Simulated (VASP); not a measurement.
Band structure of Se (space group P3_121). Level of theory: PBE GGA, VASP's PBE PAW potentials (set 64) (plane waves; VASP 6.6.1).

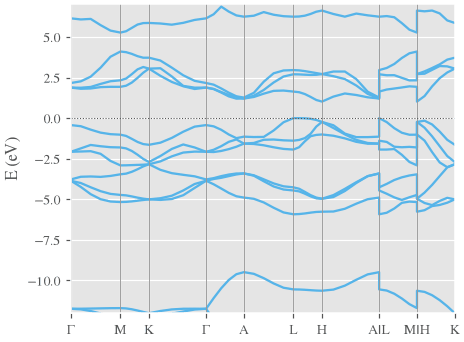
*Bands along high-symmetry lines, zero at the valence-band maximum or, without a gap, the Fermi level*

Read the plot: is there a gap, and where are the band edges?

The gap is indirect, 1.02 eV, from the valence maximum at L to the conduction minimum at H.

The structure is a typed Se crystal. The cell was not relaxed at this level.
